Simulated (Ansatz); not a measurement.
S$_{4}$

Input file:

```
crystal:
  periodic: [false, false, false]
  atoms:
    - {symbol: S, position_ang: [-0.373041, 1.780582, 0.067643]}
    - {symbol: S, position_ang: [0.015316, -1.378840, -0.016963]}
    - {symbol: S, position_ang: [-1.357804, 0.163107, 0.178296]}
    - {symbol: S, position_ang: [1.715529, -0.564848, -0.228976]}
basis:
  gaussian: {orbitals: def2-TZVP, initial_orbitals: start.molden}
hamiltonian: {xc: pbe0, dispersion: d4}
scf: {omitted_lower_state_checks: [starts]}
output: {orbitals: {seedname: orbitals}}
```

Command:

```sh
ansatz run in.yaml --threads 4 --pin off --events-out ev --progress --plain --max-ram 3916MiB
```

Geometry: PBE0-D4/def2-TZVP.

Method: RKS PBE0-D4/def2-TZVP in Ansatz 0.2.0.

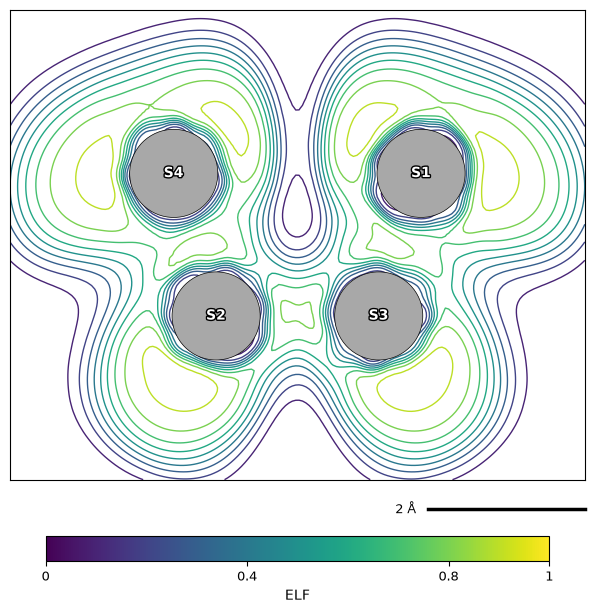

Figure 1. Electron localisation function on the molecular plane. Grey discs cover the atomic cores.

> Interpret the plot.

The plane passes through S nuclei. S–S (1.90 Å): the ELF peaks at about 0.85 between the atoms (a covalent bond). S–S (2.07 Å): the ELF peaks at about 0.80 between the atoms (a shared electron pair). The ELF also peaks beside S3, S2, S4 and S1, away from the bonds: lone-pair regions.

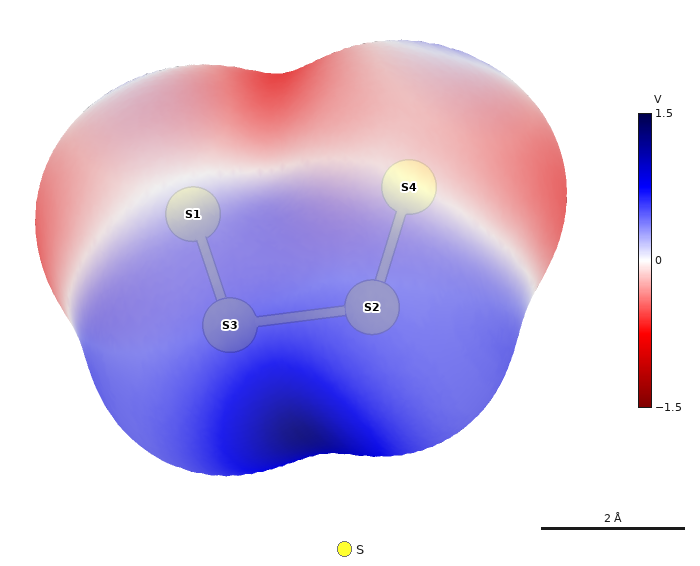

Figure 2. The molecular electrostatic potential painted on the density surface at 0.001 e/bohr³, seen at a tilt; red is negative and blue positive.

> Where is the surface potential most negative and most positive?

The most negative region (about −0.5 V) lies over S1 and S4, the most positive (about +1.3 V) over S2 and S3.

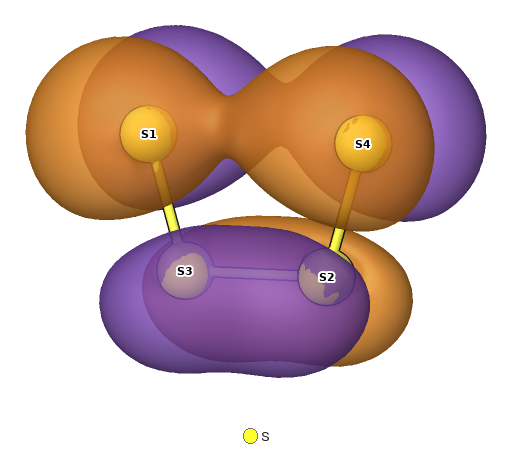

Figure 3. The HOMO at ±0.06 Å⁻³ᐟ² (orange and purple are the two phases), seen at a tilt.

> What is the character of this orbital?

It lies mainly on S1 (about 35 %), S4 (about 35 %), S2 (about 15 %) and S3 (about 15 %); it changes sign across the molecular plane (π type); π-bonding across S2–S3; π-antibonding (a node) across S1–S3 and S2–S4. Its energy is −6.84 eV.

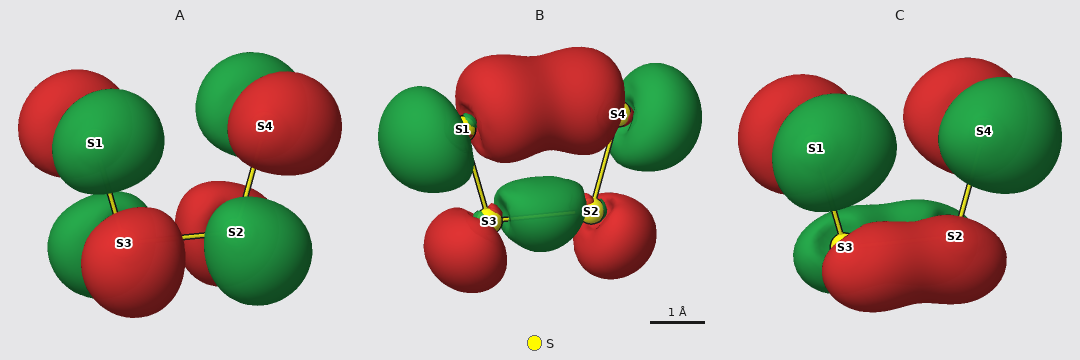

Figure 4. Three frontier orbitals at ±0.1 Å⁻³ᐟ² (green and red are the two phases), in no order.

> Order the three orbitals by energy and name them.

B is the HOMO−1 (−7.60 eV). Its weight (Hirshfeld) is mainly on S1 (about 35 %), S4 (about 35 %), S2 (about 15 %) and S3 (about 15 %); it is symmetric in the molecular plane (an in-plane orbital: σ, lone-pair or in-plane π type). C is the HOMO (−6.84 eV). By Hirshfeld shares it lies mainly on S1 (about 35 %), S4 (about 35 %), S2 (about 15 %) and S3 (about 15 %); it changes sign across the molecular plane (π type); π-bonding across S2–S3; π-antibonding (a node) across S1–S3 and S2–S4. A is the LUMO (−4.16 eV). It lies mainly on S1 (about 25 %), S4 (about 25 %), S2 (about 25 %) and S3 (about 25 %); it changes sign across the molecular plane (π type); π-antibonding (a node) across S1–S3, S2–S3 and S2–S4.

> What is the HOMO–LUMO gap?

2.68 eV between the orbital energies.
